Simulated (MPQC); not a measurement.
# ROHF/cc-pVDZ run of SiNH4 (SMILES N[SiH2])

What is the energy change on altering one bond length of SiNH4 at ROHF/cc-pVDZ? 

Program for the calculation: MPQC 2.3.1.

3 further runs of the same task are left out: 3 set aside as unsound or not needed. Runs told in other sessions of the task aren't counted.

**1. The structure to begin with**

SiNH4 has 6 atoms, charge 0, and is taken as a doublet. As SMILES, `N[SiH2]`. The coordinates come from a PBE0-D4/def2-TZVP relaxation. This is one conformer, not always the lowest.

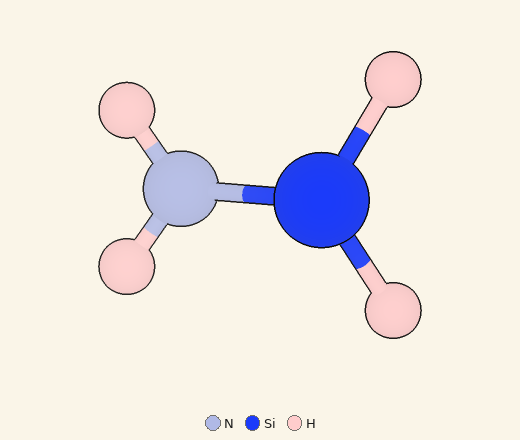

Viewed from a chosen angle; nitrogen light blue, silicon blue, hydrogen pink.

**2. Energy and gradient at ROHF/cc-pVDZ**

The input, mol.in:

```
% emacs should use -*- KeyVal -*- mode
molecule<Molecule>: (
    symmetry = c1
    unit = angstrom
    { atoms geometry } = {
        N  [ -0.062300      -0.863500       0.020900 ]
        Si [ 0.307400       0.815300       0.161600 ]
        H  [ 0.565000      -1.475900      -0.476400 ]
        H  [ -0.503600      -1.346500       0.787600 ]
        H  [ 0.657400       1.307800      -1.204100 ]
        H  [ -0.921600       1.498900       0.664300 ]
    }
)
basis<GaussianBasisSet>: (
    name = "cc-pVDZ"
    molecule = $:molecule
    basisdir = "."
    puream = yes
)
mpqc: (
    checkpoint = no
    savestate = no
    restart = no
    do_energy = yes
    do_gradient = yes
    optimize = no
    mole<HSOSHF>: (
        molecule = $:molecule
        basis = $:basis
        total_charge = 0
        multiplicity = 2
        memory = 1000000000
        print_evals = yes
        print_npa = yes
        maxiter = 60
        guess_wavefunction<HSOSHF>: (
            molecule = $:molecule
            total_charge = 0
            multiplicity = 2
            memory = 1000000000
            value_accuracy = 1e-3
            basis<GaussianBasisSet>: (
                name = "STO-3G"
                molecule = $:molecule
            )
            guess_wavefunction<ExtendedHuckelWfn>: (
                molecule = $:molecule
                total_charge = 0
                multiplicity = 2
                basis<GaussianBasisSet>: (
                    name = "STO-3G"
                    molecule = $:molecule
                )
            )
        )
    )
)
```

The basis set cc-pVDZ is read from a file made from the Basis Set Exchange's data (not shown).

The run is started by

```
$ mpqc mol.in > mol.out
```

What it wrote:

```text
MPQC: Massively Parallel Quantum Chemistry
[...]
  LUMO is    14   A =   0.156255
  total scf energy = -345.6845945869
[...]
Value of the MolecularEnergy: -345.6845945869
  Gradient of the MolecularEnergy:
      1    0.0014753974
      2    0.0138892920
      3   -0.0001836524
      4    0.0008903231
      5   -0.0077419632
      6    0.0015099475
      7    0.0030853883
      8   -0.0025037200
      9   -0.0036947455
     10   -0.0033479406
     11   -0.0017291624
     12    0.0039154630
[...]
      symmetry = c1
[...]
      nbasis = 52
[...]
```

It took 10 s on 1 thread of Arm Neoverse N1, shared host.

**3. The distorted shape, same level**

The input, job.in:

```
molecule<Molecule>: (
   symmetry = c1
   unit = angstrom
   { atoms geometry } = {
      N  [ 0.060585    -0.931851    -0.029364 ]
      Si [ 0.430285     0.746949     0.111336 ]
      H  [ 0.687885    -1.544251    -0.526664 ]
      H  [ -0.380715    -1.414851     0.737336 ]
      H  [ 0.780285     1.239449    -1.254364 ]
      H  [ -0.921600     1.498900     0.664300 ]
   }
)
basis<GaussianBasisSet>: (
   name = "cc-pVDZ"
   molecule = $:molecule
   basisdir = "."
   puream = yes
)
mpqc: (
   checkpoint = no
   savestate = no
   restart = no
   do_energy = yes
   do_gradient = yes
   optimize = no
   mole<HSOSHF>: (
      molecule = $:molecule
      basis = $:basis
      total_charge = 0
      multiplicity = 2
      memory = 1000000000
      print_evals = yes
      print_npa = yes
      maxiter = 60
      guess_wavefunction<HSOSHF>: (
         molecule = $:molecule
         total_charge = 0
         multiplicity = 2
         memory = 1000000000
         value_accuracy = 1e-3
         basis<GaussianBasisSet>: (
            name = "STO-3G"
            molecule = $:molecule
         )
         guess_wavefunction<ExtendedHuckelWfn>: (
            molecule = $:molecule
            total_charge = 0
            multiplicity = 2
            basis<GaussianBasisSet>: (
               name = "STO-3G"
               molecule = $:molecule
            )
         )
      )
   )
)
```

The basis set cc-pVDZ is read from a file made from the Basis Set Exchange's data (not shown).

The run is started by

```
$ mpqc -o job.out job.in
```

What it wrote:

```text
MPQC: Massively Parallel Quantum Chemistry
[...]
  LUMO is    14   A =   0.154173
  total scf energy = -345.6783748436
[...]
Value of the MolecularEnergy: -345.6783748436
  Gradient of the MolecularEnergy:
      1    0.0017759360
      2    0.0123702212
      3   -0.0009450467
      4    0.0316828904
      5   -0.0240792936
      6   -0.0117862429
      7    0.0029497410
      8   -0.0026502190
      9   -0.0031467458
     10   -0.0032798486
     11   -0.0018887128
     12    0.0038717212
[...]
      symmetry = c1
[...]
      nbasis = 52
[...]
```

Run time: 10 s. Hardware: 1 thread of Arm Neoverse N1, shared host.

**4. Outcome**

At ROHF/cc-pVDZ:

```
                                                          quantity          value
                                         first shape: total energy  -345.68459 Eh
                             first shape: largest force on an atom     0.718 eV/Å
                                     distorted shape: total energy  -345.67837 Eh
                         distorted shape: largest force on an atom     2.134 eV/Å
energy change with the Si2–H6 bond stretched from 1.493 to 1.643 Å       0.169 eV
```

**Reading.** With the Si2–H6 bond stretched from 1.493 to 1.643 Å the energy rises by 0.17 eV (3.9 kcal/mol). The first shape isn't relaxed at this level, so the change isn't measured from a minimum. The largest force (first shape) is 0.72 eV/Å: the shape isn't a stationary point for this species at this level.
